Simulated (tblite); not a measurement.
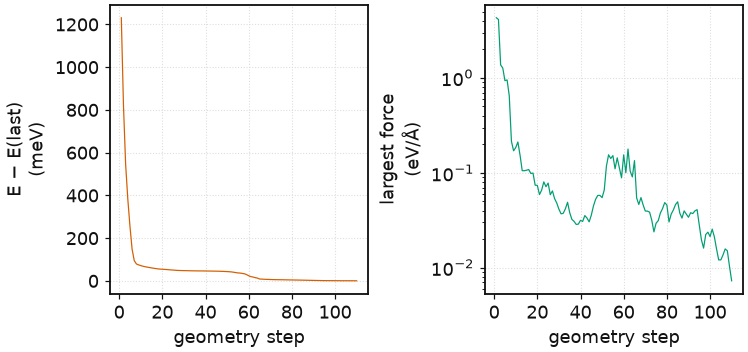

History of a geometry optimisation.

C$_{6}$H$_{7}$FOP$_{2}$Si (SMILES CC(=O)c1pcpc([SiH3])c1F); tblite 0.8.0, GFN2-xTB geometry optimisation, gas phase.

How did the optimisation end?

The optimisation met its thresholds at geometry 110, counting the start as the first. The energy fell by about 1200 meV from the first step to the last. The largest force goes from about 4.3 eV/Å at the start to 7 × 10⁻³ eV/Å at the end.
